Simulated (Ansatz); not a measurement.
# Lattice dynamics of CsSe4Cl (built on the sites of a database entry of CsClO4)

Wanted: vibrations and spectra of CsSe4Cl (built on the sites of a database entry of CsClO4); the cell is already relaxed. After the zone centre comes a 2×2×2 q mesh on a 6×6×6 k mesh.

Calculated with Ansatz 0.2.0; DFT PBEsol, scalar-relativistic, plane waves, PAW.

The structure was built from a prototype and need not be the compound's stable phase.

**1. The structure**

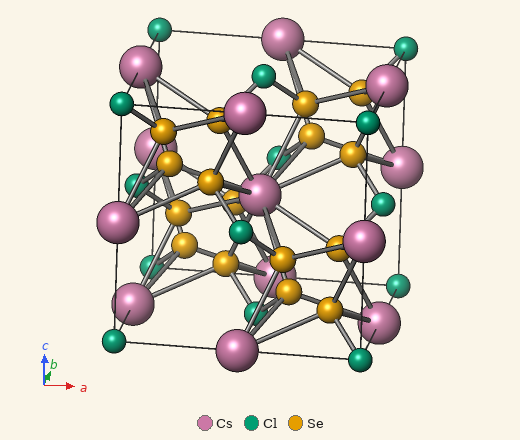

Start, viewed slightly off an axis; caesium pink, chlorine teal, selenium orange. This picture shows the conventional cell, with its axes. Bonds to atoms that aren't drawn are left out. Some periodic images of atoms are drawn too.

**2. Zone-centre response**

The cell comes from relaxations at this level that are not shown. The zone centre comes first: it holds the modes that light can see, as far as symmetry allows. No field response is asked, since the mesh shows no gap.

The input, input.yaml:

```yaml
crystal:
  lattice:
    - [0.0, 4.9159952897, 4.9159952897]
    - [4.9159952897, 0.0, 4.9159952897]
    - [4.9159952897, 4.9159952897, 0.0]
  atoms:
    - { symbol: Cs, position: [0.5, 0.5, 0.5] }
    - { symbol: Cl, position: [0.0, 0.0, 0.0] }
    - { symbol: Se, position: [0.1512066266, 0.1512066266, 0.1512066266] }
    - { symbol: Se, position: [0.5463801201, 0.1512066266, 0.1512066266] }
    - { symbol: Se, position: [0.1512066266, 0.1512066266, 0.5463801201] }
    - { symbol: Se, position: [0.1512066266, 0.5463801201, 0.1512066266] }
kpoints:
  mp_grid: { grid: [6, 6, 6] }
hamiltonian:
  xc: pbesol
scf:
  occupations: { method: methfessel_paxton, width: 0.2 }
output:
  eigenvalues: true
phonons:
  method: dfpt
```

On the command line:

```bash
> ansatz run input.yaml --threads 8 --pin off --max-ram 14336MiB --backend cpu --events-out ev --progress --plain --runs-dir out
```

Numbers of over 12 decimals in the logs are rounded to 6 here.

The program printed:

```text
Engine: ansatz 0.2.0, x86_64-unknown-linux-gnu
Pseudopotentials: kind: paw
Pseudopotential: Cs, paw, valence charge 9, recommended cutoff 420 eV (normal), Cs.paw.azcp
Pseudopotential: Cl, paw, valence charge 7, recommended cutoff 420 eV (normal), Cl.paw.azcp
Pseudopotential: Se, paw, valence charge 16, recommended cutoff 420 eV (normal), Se.paw.azcp
Functional definition: PBEsol
  exchange = pbesol_x
  correlation = pbesol_c
Crystal: 6 atoms, lattice volume = 237.610 Å³
Basis set: ecut = 420 eV, 4645 PW (Γ), exchange–correlation on 96×96×96 points (8 copies of the dense FFT grid, shifted against one another)
Bands: 48, of which v1, the nominal top of the filled ones, is band 40 counted from 1 (39 counted from 0)
Symmetry: 24 space group operations
k-points: 68 of 216 (irreducible under 2 space group operations, time reversal used)
Non-local potential: Cs, projectors of the file, l = 0: 3, l = 1: 2, l = 2: 2, l = 3: 2
Non-local potential: Cl, projectors of the file, l = 0: 2, l = 1: 2, l = 2: 2
Non-local potential: Se, projectors of the file, l = 0: 2, l = 1: 2, l = 2: 3, l = 3: 1
PAW form: soft (Blöchl's): semilocal exchange-correlation on the pseudo side does not see the compensation charge
PAW frozen core: Cs, regenerated for the run's functional, and the local potential with it (the file was generated under x = pbe(κ = 0.804, μ = 0.219515), c = pbe(β = 0.066725))
PAW frozen core: Cl, regenerated for the run's functional, and the local potential with it (the file was generated under x = pbe(κ = 0.804, μ = 0.219515), c = pbe(β = 0.066725))
PAW frozen core: Se, regenerated for the run's functional, and the local potential with it (the file was generated under x = pbe(κ = 0.804, μ = 0.219515), c = pbe(β = 0.066725))
PAW one-centre angular grid: Cs, 194 points (default); XC on 64 Gauss nodes
PAW one-centre angular grid: Cl, 110 points (default); XC on 64 Gauss nodes
PAW one-centre angular grid: Se, 590 points (default); XC on 64 Gauss nodes
Initial density: superposition of atomic densities (neutral atoms: chi_scale 0, normalization atom), corrected by the library's trained network
Initial wavefunctions: pseudopotential atomic-orbital guess
Functional: x = pbesol(κ = 0.804, μ = 0.123457), c = pbesol(β = 0.046)
SCF iter   1: F=—  HF=-28342.950441 eV  |F-HF|=—  |Δ(HF+E_count)|=         —  Δρ=2.78e-3  dr2=2.32e-2  ethr=1.77e-3  ⟨swp⟩=7.3  Hψ=12832  notcnv=0
preconditioner: auto → LDOS  [metal: Δε(μ)=0.018 eV  Ē_g=9.570 eV  σ=0.200 eV  W_gap=0.08  n_scr=58 (ndim 8)  ℏωp=14.8 eV  f_vac=0.266  D(μ)=9.06/eV (n_scr^D=64)  β→1.0]
SCF iter   2: F=—  HF=-28342.952201 eV  |F-HF|=—  |Δ(HF+E_count)|=   1.76e-3  S|Δr|=    0.00e0  Δρ=1.33e-3  dr2=5.55e-3  ethr=2.90e-5  ⟨swp⟩=3.0  Hψ=7558  notcnv=0
SCF iter   3: F=—  HF=-28342.950786 eV  |F-HF|=—  |Δ(HF+E_count)|=   1.42e-3  S|Δr|=    0.00e0  Δρ=4.12e-4  dr2=9.92e-4  ethr=6.94e-6  ⟨swp⟩=2.0  Hψ=5898  notcnv=0
SCF iter   4: F=—  HF=-28342.950643 eV  |F-HF|=—  |Δ(HF+E_count)|=   1.42e-4  S|Δr|=    0.00e0  Δρ=1.40e-4  dr2=6.56e-5  ethr=1.24e-6  ⟨swp⟩=2.0  Hψ=3916  notcnv=0
SCF iter   5: F=—  HF=-28342.950679 eV  |F-HF|=—  |Δ(HF+E_count)|=   3.53e-5  S|Δr|=    0.00e0  Δρ=4.37e-5  dr2=1.26e-5  ethr=8.20e-8  ⟨swp⟩=2.0  Hψ=4470  notcnv=0
SCF iter   6: F=—  HF=-28342.950683 eV  |F-HF|=—  |Δ(HF+E_count)|=   4.34e-6  S|Δr|=    0.00e0  Δρ=1.51e-5  dr2=1.24e-6  ethr=1.57e-8  ⟨swp⟩=2.5  Hψ=5822  notcnv=0
SCF iter   7: F=—  HF=-28342.950615 eV  |F-HF|=—  |Δ(HF+E_count)|=   6.77e-5  S|Δr|=    0.00e0  Δρ=4.83e-6  dr2=6.44e-8  ethr=1.56e-9  ⟨swp⟩=2.0  Hψ=5898  notcnv=0
SCF iter   8: F=—  HF=-28342.950615 eV  |F-HF|=—  |Δ(HF+E_count)|=   2.47e-8  S|Δr|=    0.00e0  Δρ=1.45e-6  dr2=7.18e-9  ethr=8.04e-11  ⟨swp⟩=2.0  Hψ=4461  notcnv=0
SCF iter   9: F=—  HF=-28342.950615 eV  |F-HF|=—  |Δ(HF+E_count)|=   4.89e-9  S|Δr|=    0.00e0  Δρ=2.51e-7  dr2=1.76e-10  ethr=8.98e-12  ⟨swp⟩=2.0  Hψ=4475  notcnv=0
SCF iter  10: F=-28342.950615 eV  HF=-28342.950615 eV  |F-HF|=1.46e-11  |Δ(HF+E_count)|=  8.37e-11  S|Δr|=    0.00e0  Δρ=5.43e-8  dr2=9.35e-12  ethr=1.00e-12  ⟨swp⟩=9.9  Hψ=19512  notcnv=0
SCF 1 converged in 10 iterations: F = -28342.950615 eV  dr2 = 9.35e-12
  greatest PAW one-centre occupation: 1.000 electrons in one spin orbital (limit 2), on the Se atom at site 2 (counted from 0), in its partial waves of l = 2
DFPT response loops at Γ: preconditioner auto → none (partly filled bands, converged f_vac=0.263); β = 0.50; Broyden in place of MSR1
SCF converged after 10 iterations
Stability not checked: this state was not tested for a lower state beside it, because cold or Methfessel-Paxton smearing, or corrected tetrahedra, fill the levels in a way that the test cannot read (fill_not_monotonic; see scf.lower_state_search)
Free energy (F): -28342.950615 eV
Harris-Foulkes:  -28342.950615 eV  (|F-HF|=1.46e-11)
Internal energy: -28342.934769 eV  (E = F + TS)
E sigma→0 (E₀):  -28342.946654 eV
Entropy (-TS):   -0.015846 eV (-2.641 meV/atom)
Fermi energy:    3.989491 eV
--- Per-component energies (eV) ---
  E_band       = -1915.271853
  E_kinetic    = 771.227438
  E_local      = -14508.181102  (includes V_loc(G=0)·N_el)
  E_nonlocal   = -2305.615033
  E_hartree    = 6957.268681
  E_xc         = -688.172817
  E_vxc        = -634.569273  (∫ρ·V_xc dr)
  E_paw        = -13098.603499  (= ΣΔE_a)
  E_vpaw       = 847.330826  (= ΣTr[D̂ρ^β])
  E_aug_tail   = -0.002249  (compensation charges beyond the density's cutoff)
  E_ewald      = -5475.112582
  E_core_change = 4.256394  (= ΣΔE_core)
  E_smearing   = -0.015846  (= −TS)
  E_closure    = 0.000000  (closes the sum)
  Σ components = -28342.950615   (vs F -28342.950615, Δ=0.00e0)
--- Band table (eV; the first three rows and the last of 68) ---
  k-point 0: bands = [... 36 lower, 1.7061, 1.7061, 4.2334, 4.2334, 4.2334, 5.0009, 5.0009, 5.0009, ... 4 higher]
  k-point 1: bands = [... 36 lower, 1.6140, 1.6140, 4.0577, 4.0577, 4.2366, 4.9679, 5.1499, 5.1499, ... 4 higher]
  k-point 2: bands = [... 36 lower, 1.4354, 1.4354, 3.8148, 3.8148, 4.2431, 4.9292, 5.3454, 5.3454, ... 4 higher]
  k-point 67: bands = [... 36 lower, 1.3601, 1.3601, 3.7184, 3.7184, 4.2463, 4.9164, 5.4205, 5.4205, ... 4 higher]
--- Phonons (Γ-DFPT): 3 representative perturbations + reference, on 68 of 216 k-points (Σ response iterations 10) ---
  k mesh reduced under 2 symmetry operations, with k and −k counted as one. Each operation leaves every solved perturbation unchanged. A smaller set is not used because it would not reduce the number of displacements times k-points to solve
  ASR residual: 9.239e-5 → 0.000e0 eV/Å²; symmetrization residual: 3.772e-6 eV/Å²
  ASR residual per site (eV/Å²): 9.24e-5 2.83e-5 3.75e-5 3.75e-5 3.75e-5 3.75e-5
  Γ frequencies (cm⁻¹): -128.99 -128.99 -128.99 -110.69 -110.69 0.00 0.00 0.00 30.01 30.01 30.01 44.14 44.14 44.14 149.21 149.21 149.21 229.63
  non-analytic LO–TO correction: not included (Born effective charges unavailable; polar crystals: no LO–TO splitting at Γ)
```

It took 34 s on 8 threads of Intel Xeon Platinum 8488C (Sapphire Rapids), shared host; peak memory 3 GiB; 4.1 min of CPU time.

Numbers from this step:

```
volume per atom                                         : 39.60 Å³
gap on the k-mesh                                       : 0 eV
sum-rule residual before enforcement                    : 9.24e-5 eV/Å²
point group                                             : -43m
highest optical mode at the zone centre (no LO-TO term) : 229.6 cm⁻¹
lowest optical zone-centre mode                         : -129.0 cm⁻¹
```

Patterns of degenerate modes are one choice out of their space. Modes at Γ, with each element's share of the kinetic energy (negative means imaginary):

| mode | frequency (cm⁻¹) | symmetry | Cs % | Cl % | Se % |
| --- | --- | --- | --- | --- | --- |
| 1 | -129.0 | T2 | 1 | 1 | 99 |
| 2 | -129.0 | T2 | 1 | 1 | 99 |
| 3 | -129.0 | T2 | 1 | 1 | 99 |
| 4 | -110.7 | E | 0 | 0 | 100 |
| 5 | -110.7 | E | 0 | 0 | 100 |
| 6 | 0.0 | acoustic | 27 | 7 | 65 |
| 7 | 0.0 | acoustic | 27 | 7 | 65 |
| 8 | 0.0 | acoustic | 27 | 7 | 65 |
| 9 | 30.0 | T2 | 72 | 3 | 25 |
| 10 | 30.0 | T2 | 72 | 3 | 25 |
| 11 | 30.0 | T2 | 72 | 3 | 25 |
| 12 | 44.1 | T1 | 0 | 0 | 100 |
| 13 | 44.1 | T1 | 0 | 0 | 100 |
| 14 | 44.1 | T1 | 0 | 0 | 100 |
| 15 | 149.2 | T2 | 0 | 89 | 11 |
| 16 | 149.2 | T2 | 0 | 89 | 11 |
| 17 | 149.2 | T2 | 0 | 89 | 11 |
| 18 | 229.6 | A1 | 0 | 0 | 100 |

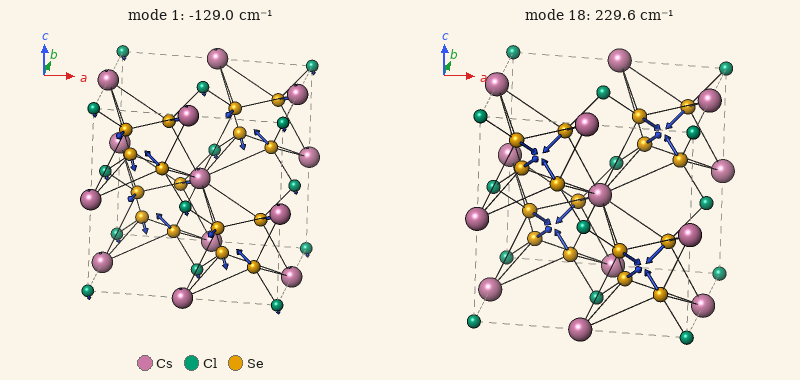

Displacement patterns of modes 1 and 18 at Γ; arrows are exaggerated. Bonds to atoms that aren't drawn are left out. Some periodic images of atoms are drawn too.

Before it was imposed, the acoustic sum rule was missed by 9.2e-5 eV/Å². Small misses are needed for a sound result but don't prove that mesh and cutoff are converged. The lowest optical mode is imaginary, 129.0i cm⁻¹, so the energy falls along it.

**3. The dispersion**

Stability and thermal properties need the whole zone. Linear response on a 2×2×2 q mesh gives force constants as far as a supercell of that size would.

input.yaml: that of step 2 with these lines changed.

```diff
@@ -22 +22,8 @@
   method: dfpt
+  qmesh: [2, 2, 2]
+  temperatures: { t_max: 1000, t_step: 50 }
+  qpath:
+    path:
+      - [[0.0, 0.0, 0.0], [-0.5, -0.5, 0.0], [-0.375, -0.375, 0.25]]
+      - [[-0.375, 0.0, 0.375], [0.0, 0.0, 0.0], [0.0, 0.0, 0.5], [-0.5, -0.25, 0.25], [-0.5, -0.5, 0.0]]
+    npoints: 10
```

The program printed:

```text
Warning: phonons: the dynamical matrix that this run interpolates holds no multipole term above the dipole-dipole one, and a site of this crystal is no centre of inversion, so its interpolated transverse optical and acoustic branches and sound speeds can stay off near Gamma, and the density of states and the thermodynamics with them. What a run solves at a wave vector of phonons.qpoints, Gamma apart, where the deck admits one, is free of this, and under fd what a larger phonons.supercell samples
[...]
Crystal: 6 atoms, lattice volume = 237.610 Å³
Basis set: ecut = 420 eV, 4645 PW (Γ), exchange–correlation on 96×96×96 points (8 copies of the dense FFT grid, shifted against one another)
Bands: 48, of which v1, the nominal top of the filled ones, is band 40 counted from 1 (39 counted from 0)
Symmetry: 24 space group operations
k-points: 16 of 216 (time reversal used)
[...]
SCF iter   1: F=—  HF=-28342.950496 eV  |F-HF|=—  |Δ(HF+E_count)|=         —  Δρ=2.78e-3  dr2=2.32e-2  ethr=1.77e-3  ⟨swp⟩=7.3  Hψ=3010  notcnv=0
[...]
SCF iter  10: F=-28342.950615 eV  HF=-28342.950615 eV  |F-HF|=7.28e-12  |Δ(HF+E_count)|=  7.64e-11  S|Δr|=    0.00e0  Δρ=5.34e-8  dr2=9.17e-12  ethr=1.00e-12  ⟨swp⟩=9.9  Hψ=4496  notcnv=0
SCF 1 converged in 10 iterations: F = -28342.950615 eV  dr2 = 9.17e-12
[...]
iter 1 solved again at ethr=7.96e-8 eV; its pass at ethr=3.10e-3 eV (dr2=6.37e-5 eV) is discarded
SCF iter   1: F=—  HF=-28342.950677 eV  |F-HF|=—  |Δ(HF+E_count)|=         —  Δρ=2.35e-7  dr2=9.38e-11  ethr=7.96e-8  ⟨swp⟩=3.8  Hψ=4991  notcnv=0
eigensolver tolerance schedule: the retry pair's looser diagonalisation over-reported the residual by 678543.86 of it (diagonalisation noise at an unbounded share of the residual, at the tolerance the schedule requests for it); recorded, not acted on — ethr = c·dr2/N_el stays at c = 1.0e-1
[...]
SCF iter   2: F=—  HF=-28342.950615 eV  |F-HF|=—  |Δ(HF+E_count)|=   6.17e-5  S|Δr|=    0.00e0  Δρ=2.62e-7  dr2=2.00e-10  ethr=1.00e-12  ⟨swp⟩=3.9  Hψ=2116  notcnv=0
[...]
SCF iter   5: F=-28342.950615 eV  HF=-28342.950615 eV  |F-HF|=7.28e-12  |Δ(HF+E_count)|=  7.28e-12  S|Δr|=    0.00e0  Δρ=3.85e-8  dr2=3.46e-12  ethr=1.00e-12  ⟨swp⟩=3.9  Hψ=2196  notcnv=0
SCF 2 converged in 5 iterations: F = -28342.950615 eV  dr2 = 3.46e-12
[...]
phonons: the bands overlap, so this run is a metal and interpolates without the dipole-dipole term. If the crystal is really an insulator or semiconductor, its LO-TO splitting is missing
NSCF: frozen V_eff on 16 k-points
WARN: eigensolver did not converge (k=0): 1 band(s) unlocked after 20 sweeps at ethr=1.39e-12 eV (storage-precision floor; scheduled 1.00e-12 eV) (lowest unlocked band 47, counted from 0; max residual 4.26e-6 eV among the unlocked bands, 7.18e-6 eV over every band; other slots of this pass that fall short are told together in one closing line; warning suppressed until the next SCF loop or pass starts)
WARN: eigensolver did not converge in 5 slots of this pass, the one above among them; of largest residual over every band (k=14): 1 band(s) unlocked (lowest unlocked band 47, counted from 0; max residual 7.50e-6 eV among the unlocked bands, 7.50e-6 eV over every band); of lowest unlocked band (k=0): band 47
[...]
DFPT response loops at q = (0, 0, 0) (fractional): preconditioner auto → none (partly filled bands, converged f_vac=0.263); β = 0.50; Broyden in place of MSR1
[...]
SCF converged after 10 iterations
[...]
Free energy (F): -28342.950615 eV
[...]
Internal energy: -28342.934769 eV  (E = F + TS)
E sigma→0 (E₀):  -28342.946654 eV
Entropy (-TS):   -0.015846 eV (-2.641 meV/atom)
Fermi energy:    3.989491 eV
[...]
--- Band table (eV; the first three rows and the last of 16) ---
  k-point 0: bands = [... 36 lower, 1.7061, 1.7061, 4.2334, 4.2334, 4.2334, 5.0009, 5.0009, 5.0009, ... 4 higher]
  k-point 1: bands = [... 36 lower, 1.6140, 1.6140, 4.0577, 4.0577, 4.2366, 4.9679, 5.1499, 5.1499, ... 4 higher]
  k-point 2: bands = [... 36 lower, 1.4354, 1.4354, 3.8148, 3.8148, 4.2431, 4.9292, 5.3454, 5.3454, ... 4 higher]
  k-point 15: bands = [... 36 lower, 1.4179, 1.9782, 3.4373, 3.7333, 4.0888, 4.5368, 5.6346, 5.7936, ... 4 higher]
--- Phonons (Γ-DFPT): 3 representative perturbations + reference (Σ response iterations 10) ---
  ASR residual: 7.952e-5 → 0.000e0 eV/Å²; symmetrization residual: 2.246e-6 eV/Å²
  ASR residual per site (eV/Å²): 7.95e-5 6.20e-6 3.17e-5 3.17e-5 3.17e-5 3.17e-5
[...]
--- Phonons (arbitrary-q DFPT): 3 irreducible q on the 2×2×2 mesh ---
  q = [0.0000, 0.0000, 0.0000] (star 1, of the zone-centre solve; hermiticity 1.75e-6, symmetrization 4.82e-11): -128.99 -128.99 -128.99 -110.69 -110.69 -0.00 0.00 0.00 30.01 30.01 30.01 44.14 44.14 44.14 149.21 149.21 149.21 229.63
  q = [0.0000, 0.0000, -0.5000] (star 4, 5 solved perturbations in 384 linear systems a pass and spin channel, the states on 112 of 216 k-point pairs; hermiticity 4.88e-6, symmetrization 2.83e-6): -154.70 -140.94 -140.94 -100.37 -100.37 -41.76 -41.76 20.90 25.79 25.79 26.83 26.83 44.10 45.26 144.44 144.44 146.51 225.34
[...]
sum rule: each row above includes the acoustic sum rule's correction from the zone centre's row sums; it moved no ω² by more than (0.47 cm⁻¹)²
  mesh force constants: q→R imaginary residual 1.95e-17; ASR residual 7.952e-5 → 0.000e0 eV/Å²; symmetrization residual 2.220e-15 eV/Å²
  interpolated dispersion: 62 rows × 18 modes
  density of states and harmonic sums: on the 12×12×12 q-mesh, interpolated from the force constants of a 2×2×2 supercell (no non-analytic term)
  largest difference from the sums on the solved wave vectors: F 8.47e-2 eV, S 9.50e-5 and C_V 1.38e-5 eV/K
  zero-point energy: 0.053510 eV/cell   skipped modes (ω ≤ 0): 531, of them read as no rigid motion or as one in doubt: 528 (7.379e0 modes/cell left out, lowest -162.60 cm⁻¹)   left out of the sums: 4.10e-1 of the cell's modes: C_V's classical limit lies that fraction below 3 k_B per atom; for a crystal, a wire or a layer, F and S can be off by more, and a phonons.interpolated_qmesh denser along its periods is the remedy for the sampling
```

It took 2 min on 8 threads; peak memory 3.5 GiB; 15 min of CPU time.

Numbers from this step:

| Property | Result |
| --- | --- |
| sum-rule residual before enforcement | 7.95e-5 eV/Å² |
| lowest frequency on the path | -162.6 cm⁻¹ |
| highest frequency on the path or at a solved wavevector | 229.6 cm⁻¹ |
| lowest mode on the q mesh (acoustic modes at Γ apart) | -162.6 cm⁻¹ |

Frequencies (cm⁻¹) solved at each irreducible wavevector; negative means imaginary. Frequencies by wavevector, by row:

| q in reciprocal lattice units | star | mode 1 | mode 2 | mode 3 | mode 4 | mode 16 | mode 17 | mode 18 |
| --- | --- | --- | --- | --- | --- | --- | --- | --- |
| 0 0 0 | 1 | -129 | -129 | -129 | -110.7 | 149.2 | 149.2 | 229.6 |
| 0 0 -0.5 | 4 | -154.7 | -140.9 | -140.9 | -100.4 | 144.4 | 146.5 | 225.3 |
| 0 -0.5 -0.5 | 3 | -162.6 | -162.6 | -130.6 | -107.9 | 142.8 | 153.1 | 226.3 |

Interpolated from a 2×2×2 q mesh. Phonon branches along the path, in cm⁻¹:

| point | branch 1 | branch 2 | branch 3 | branch 4 | branch 15 | branch 16 | branch 17 | branch 18 |
| --- | --- | --- | --- | --- | --- | --- | --- | --- |
| Γ | -129 | -129 | -129 | -111 | 149 | 149 | 149 | 230 |
| X | -163 | -163 | -131 | -108 | 143 | 143 | 153 | 226 |
| U | -162 | -156 | -136 | -104 | 132 | 143 | 161 | 224 |
| jump to K | -162 | -156 | -136 | -104 | 132 | 143 | 161 | 224 |
| Γ | -129 | -129 | -129 | -111 | 149 | 149 | 149 | 230 |
| L | -155 | -141 | -141 | -100 | 144 | 144 | 146 | 225 |
| W | -160 | -157 | -137 | -102 | 129 | 143 | 163 | 223 |
| X | -163 | -163 | -131 | -108 | 143 | 143 | 153 | 226 |

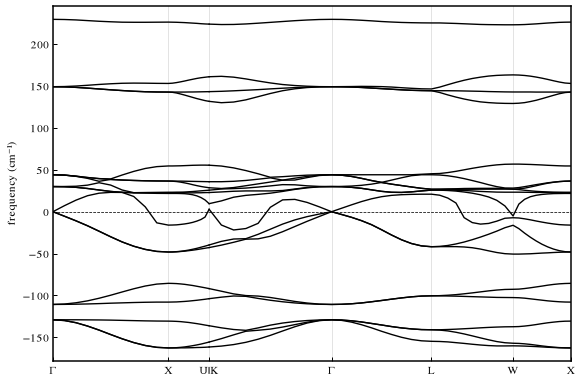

Phonon branches along the path.

The phonon density of states has structure finer than the step of the table below, so its rows give means over 25 cm⁻¹, whole bins alone (the curve runs from -162 to 232 cm⁻¹). Peaks (cm⁻¹: height): -157.5: 0.116, -137.5: 0.129, -102.5: 0.157, -32.5: 0.095, 22.5: 0.322, 142.5: 0.187, 222.5: 0.109.

Tetrahedra on a 12×12×12 mesh, mean over bins of 5 cm-1. Interpolated from a 2×2×2 q mesh. The phonon density of states by wavenumber; means over each step:

| wavenumber (cm⁻¹) | phonon density of states (1/cm⁻¹/cell) |
| --- | --- |
| -150 | 0.0849 |
| -125 | 0.0314 |
| -100 | 0.0785 |
| -75 | 0.00127 |
| -50 | 0.0345 |
| -25 | 0.0479 |
| 0 | 0.0254 |
| 25 | 0.188 |
| 50 | 0.0638 |
| 75 | 0 |
| 100 | 0 |
| 125 | 0.0207 |
| 150 | 0.0953 |
| 175 | 0.00399 |
| 200 | 0 |

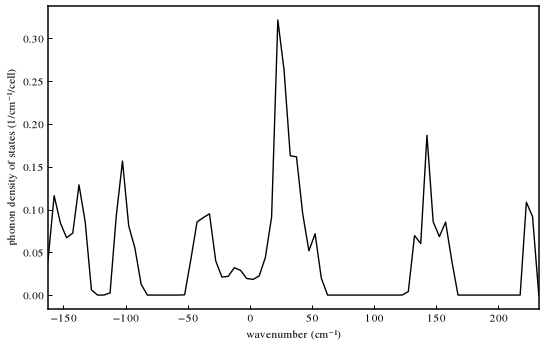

Phonon density of states, plotted against wavenumber.

(Part 1 of 2 ends here.)

[Logs are printed without paths, hosts, clocks, repeated set-up lines and the standing remarks that a program may print on its own settings, such as how far it seeks lower states.]

[Hosts, paths, dates, database ids (printed as entryN), source tags and the programs' standing remarks are cut or masked in the printed files.]
